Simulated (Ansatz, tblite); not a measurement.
# Ga8N8 wurtzite off sphere (Ga8N8H22): spin-state energies by level

Aim: set other spin states of Ga8N8 wurtzite off sphere (Ga8N8H22) against its singlet, on many levels of theory.

Computed with Ansatz 0.2.0, Gaussian basis. Level: as each input shows.

The runs, in order: triplet, at the geometry of the singlet (GFN1-xTB, GFN2-xTB, PBE0-D4/def2-TZVP, PBE-D4/def2-TZVP); the singlet's energies come from earlier runs.

## 1. The geometry

The singlet was relaxed beforehand with r2SCAN-D4/def2-SVP.

38 atoms, charge 0, spin multiplicity 1.

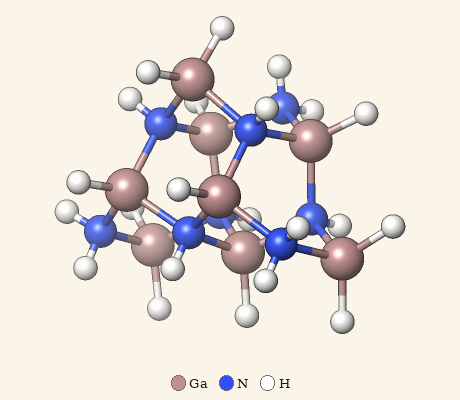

The geometry (gallium pink, nitrogen blue, hydrogen white).

## 2. Triplet at the fixed geometry, GFN1-xTB

Tight binding, by tblite at 300 K electronic temperature and without a spin-polarisation term:

```python
tblite.interface.Calculator('GFN1-xTB', numbers, positions, charge=0, uhf=2).singlepoint()
```

Energy -1307.8012 eV; 0.16 s.

## 3. Triplet at the fixed geometry, GFN2-xTB

Tight binding, by tblite at 300 K electronic temperature and without a spin-polarisation term:

```python
tblite.interface.Calculator('GFN2-xTB', numbers, positions, charge=0, uhf=2).singlepoint()
```

Energy -1205.8793 eV; 0.15 s.

## 4. Triplet at the fixed geometry, PBE0-D4/def2-TZVP

Contents of in.yaml:

```yaml
crystal:
  periodic: [false, false, false]
  atoms:
    - {symbol: Ga, position_ang: [0.418905, -3.528777, -1.126676]}
    - {symbol: N, position_ang: [0.370955, -3.387092, 0.896057]}
    - {symbol: N, position_ang: [0.414873, -1.581127, -1.567830]}
    - {symbol: Ga, position_ang: [-1.248063, -0.718395, -0.971036]}
    - {symbol: Ga, position_ang: [0.449062, -1.581063, 1.744416]}
    - {symbol: N, position_ang: [-1.094331, -0.632605, 0.997873]}
    - {symbol: N, position_ang: [-1.162191, 1.154082, -1.564699]}
    - {symbol: Ga, position_ang: [-2.844943, 2.133184, -1.120163]}
    - {symbol: Ga, position_ang: [-1.142270, 1.177036, 1.747574]}
    - {symbol: N, position_ang: [-2.746485, 2.013319, 0.902132]}
    - {symbol: Ga, position_ang: [2.092726, -0.777083, -0.995657]}
    - {symbol: N, position_ang: [1.964115, -0.660614, 0.947024]}
    - {symbol: N, position_ang: [1.949506, 1.126092, -1.599738]}
    - {symbol: Ga, position_ang: [0.374670, 2.202479, -0.992182]}
    - {symbol: Ga, position_ang: [2.113583, 1.217452, 1.647866]}
    - {symbol: N, position_ang: [0.412162, 2.029346, 0.950196]}
    - {symbol: H, position_ang: [-0.937500, -4.183561, -1.564577]}
    - {symbol: H, position_ang: [1.826967, -4.135395, -1.472392]}
    - {symbol: H, position_ang: [-0.469719, -3.863866, 1.235270]}
    - {symbol: H, position_ang: [1.141246, -3.948579, 1.270457]}
    - {symbol: H, position_ang: [0.393927, -1.564751, -2.594706]}
    - {symbol: H, position_ang: [-2.543814, -1.464587, -1.430663]}
    - {symbol: H, position_ang: [0.457717, -1.733016, 3.301140]}
    - {symbol: H, position_ang: [-1.923822, -1.111579, 1.366815]}
    - {symbol: H, position_ang: [-1.159618, 1.129286, -2.591613]}
    - {symbol: H, position_ang: [-4.091915, 1.290352, -1.561723]}
    - {symbol: H, position_ang: [-2.662865, 3.656882, -1.459877]}
    - {symbol: H, position_ang: [-1.268087, 1.258194, 3.304542]}
    - {symbol: H, position_ang: [-3.578994, 1.521128, 1.239473]}
    - {symbol: H, position_ang: [-2.849115, 2.959626, 1.279959]}
    - {symbol: H, position_ang: [3.412164, -1.410558, -1.545845]}
    - {symbol: H, position_ang: [2.812253, -1.102753, 1.320463]}
    - {symbol: H, position_ang: [2.014766, 1.165027, -2.620928]}
    - {symbol: H, position_ang: [2.791383, 1.611168, -1.268370]}
    - {symbol: H, position_ang: [0.487399, 3.662670, -1.539903]}
    - {symbol: H, position_ang: [2.051861, 1.179882, 3.216640]}
    - {symbol: H, position_ang: [3.319153, 1.913973, 0.895401]}
    - {symbol: H, position_ang: [0.454335, 2.984234, 1.325290]}
basis:
  gaussian: {orbitals: def2-TZVP, fitting: {mean_field: def2-universal-jkfit}}
magnetization: {spin_polarized: true, initial_magnetization: 2}
hamiltonian: {xc: pbe0, dispersion: d4}
scf: {omitted_lower_state_checks: [starts]}
output: {orbitals: {seedname: orbitals}}
```

Run with:

```
$ ansatz run in.yaml --threads 2 --pin off --events-out ev --progress --plain --max-ram 32768MiB --backend cuda --devices 0, --max-vram 18GiB
```

Standard output:

```text
Functional definition: PBE0
  name "PBE0"
  cite "Adamo & Barone, J. Chem. Phys. 110, 6158 (1999) doi:10.1063/1.478522"
  cite "Perdew, Burke & Ernzerhof, Phys. Rev. Lett. 77, 3865 (1996) doi:10.1103/PhysRevLett.77.3865"
  parent pbe
  parameter a = 0.25
  parameter kappa = 0.804
  parameter beta = 0.06672455060314922
  exchange = (1 - a)*pbe_x(kappa = kappa, mu = beta*pi^2/3) + a*exact_x
  correlation = pbe_c(beta = beta)
these checks for a lower state are left out or cut short: starts
3140 factors; integrals over basis functions are off by at most 5.9e-1 eV
mean field evaluation 1: about -431194.2653 eV, gradient 1.2e2 eV
mean field evaluation 2: about -431017.6893 eV, gradient 2.3e2 eV
mean field evaluation 4: about -431236.8581 eV, gradient 3.8e1 eV
mean field evaluation 8: about -431243.9642 eV, gradient 1.3e1 eV
mean field evaluation 16: about -431246.2108 eV, gradient 5.9e-1 eV
mean field evaluation 32: about -431246.2155 eV, gradient 1.6e-3 eV
mean field -431246.21553345 eV, -15848.0061116708 hartree, gradient 5.5e-6 eV, S^2 2.008293; 0 other end points of the search recorded, 0 dependent functions left out
reference -431246.21560027 eV, -15848.0061141261 hartree; 164, 162 occupied and 600, 602 virtual orbitals, 3140 factors
Total energy: -431248.45626823 eV, -15848.0884571550 hartree
Checks for a lower state left out: starts
```

It took 3.2 min on 1 × H100 (card shared with other runs) with 2 threads of AMD EPYC 7R13, shared host; peak host memory 6.6 GiB.

Report: HOMO -1.67 eV, LUMO -6.54 eV (over both spins; with the spin held, an empty level of the minority spin lies below the top filled one); ⟨S²⟩ 2.008 (pure: 2.00).

## 5. Triplet at the fixed geometry, PBE-D4/def2-TZVP

start.molden holds the orbitals of an earlier run on this state, given as this run's starting guess.

Edit in.yaml of step 4 so:

```diff
@@ -42,5 +42,5 @@
 basis:
-  gaussian: {orbitals: def2-TZVP, fitting: {mean_field: def2-universal-jkfit}}
+  gaussian: {orbitals: def2-TZVP, fitting: {mean_field: def2-universal-jkfit}, initial_orbitals: start.molden}
 magnetization: {spin_polarized: true, initial_magnetization: 2}
-hamiltonian: {xc: pbe0, dispersion: d4}
+hamiltonian: {xc: pbe, dispersion: d4}
 scf: {omitted_lower_state_checks: [starts]}
```

The command is unchanged.

Standard output:

```text
Functional definition: PBE
  name "PBE"
  cite "Perdew, Burke & Ernzerhof, Phys. Rev. Lett. 77, 3865 (1996) doi:10.1103/PhysRevLett.77.3865"
  parent pbe
  parameter kappa = 0.804
  parameter beta = 0.06672455060314922
  exchange = pbe_x(kappa = kappa, mu = beta*pi^2/3)
  correlation = pbe_c(beta = beta)
these checks for a lower state are left out or cut short: starts
3140 factors; integrals over basis functions are off by at most 5.9e-1 eV
mean field evaluation 1: about -431236.1341 eV, gradient 1.8e1 eV
mean field evaluation 2: about -431236.8404 eV, gradient 8.2e-1 eV
mean field evaluation 4: about -431236.8902 eV, gradient 5.8e-1 eV
mean field evaluation 8: about -431236.9010 eV, gradient 5.6e-2 eV
mean field evaluation 16: about -431236.9025 eV, gradient 1.9e-5 eV
mean field -431236.90246767 eV, -15847.6638628157 hartree, gradient 2.3e-6 eV, S^2 2.001859; 0 other end points of the search recorded, 0 dependent functions left out
reference -431236.90256022 eV, -15847.6638662171 hartree; 164, 162 occupied and 600, 602 virtual orbitals, 3140 factors
Total energy: -431239.43040932 eV, -15847.7567629580 hartree
Checks for a lower state left out: starts
```

Wall time 12 s (1 × H100 (card shared with other runs) with 2 threads of AMD EPYC 7R13, shared host); peak host memory 1.4 GiB.

From the report: HOMO -1.37 eV, LUMO -6.65 eV (over both spins; with the spin held, an empty level of the minority spin lies below the top filled one); ⟨S²⟩ 2.002 (pure: 2.00).

## 6. Triplet less singlet, vertical

The singlet's energies are those of its earlier runs, whose logs aren't repeated here.

```tsv
level	triplet less singlet, vertical (kJ/mol)	time
GFN1-xTB	+518.0	0.28 s
GFN2-xTB	+522.5	0.24 s
PBE-D4/def2-TZVP	+509.1	19 s
PBE0-D4/def2-TZVP	+594.0	3.3 min
```

Times add the two runs; a level without a time comes out of a correlated run. Tight binding without a spin term can't rank spin states.

## 7. What came out

```
                                                quantity                                       value
triplet less singlet, vertical, functionals in def2-TZVP  +509.1 (PBE-D4) to +594.0 kJ/mol (PBE0-D4)
```

In words: All functionals put the triplet above the singlet, over a spread of 85.0 kJ/mol. The checks for a lower triplet were left out, so another state of that spin may lie lower. These are electronic energies, without zero-point motion, entropy or surroundings.
